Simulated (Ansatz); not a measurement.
Cl$_{2}$FHSn···H$_{2}$

Input

```
crystal:
  periodic: [false, false, false]
  atoms:
    - { symbol: Sn, position_ang: [0.0, 0.0, 0.0] }
    - { symbol: H, position_ang: [0.0, 0.0, 2.09] }
    - { symbol: Cl, position_ang: [2.2726, 0.0, -0.8025] }
    - { symbol: H, position_ang: [-0.8195, 1.4198, -0.5794] }
    - { symbol: Cl, position_ang: [-1.1351, -1.9666, -0.8025] }
    - { symbol: F, position_ang: [1.1326, -1.7199, 0.6842] }
    - { symbol: H, position_ang: [0.5961, -0.9051, 1.8933] }
basis:
  gaussian: { orbitals: def2-SVP }
hamiltonian:
  xc: hf
relax:
  f_tol: 0.15
  max_steps: 25
  restrain:
    - { distance: [0, 5], at: 1.87, k: 30.0 }
    - { distance: [6, 1], at: 0.66, k: 30.0 }
    - { distance: [0, 1], at: 2.94, k: 30.0 }
    - { distance: [6, 5], at: 2.12, k: 30.0 }
output:
  orbitals: {}
```

Command:

```sh
ansatz run input.yaml --threads 1 --pin off --max-ram 2048MiB --backend cpu --events-out ev --progress --plain --runs-dir out
```

The fields are those of the run's last geometry, not of the input's.

Core potentials replace the inner electrons of Sn; not at a stationary point (largest force 1.6 eV/Å).

These are results of Ansatz 0.2.0, RHF/def2-SVP, not measurements.

> What will maps of the electron density and electron localisation function show?

Sn–F (1.89 Å): ρ at the midpoint is about 0.8 e/Å³; the ELF peaks at about 0.80 in the valence shell of F, 0.5 Å from its nucleus, and drops to about 0.10 between the two atoms.
Sn–Cl (2.32 Å): the density is about 0.57 e/Å³ at the midpoint; the ELF peaks at about 0.85 in the valence shell of Cl, 0.8 Å from its nucleus, and drops to about 0.15 between the two atoms.

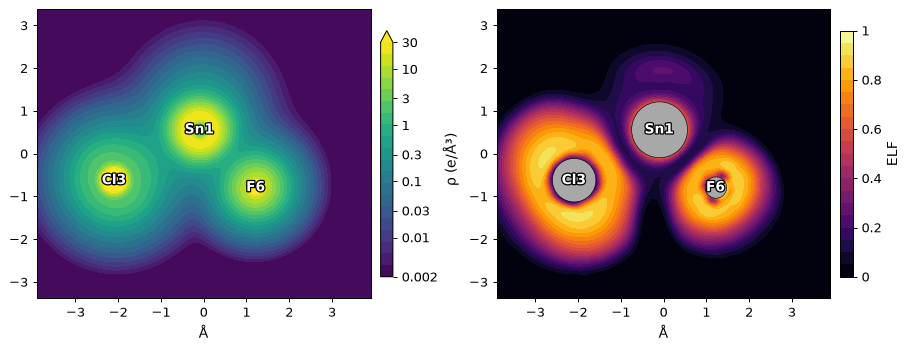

Computed electron density and electron localisation function on the plane of atoms Cl3, Sn1 and F6, in this order. Grey discs cover the atomic cores in the ELF map. 
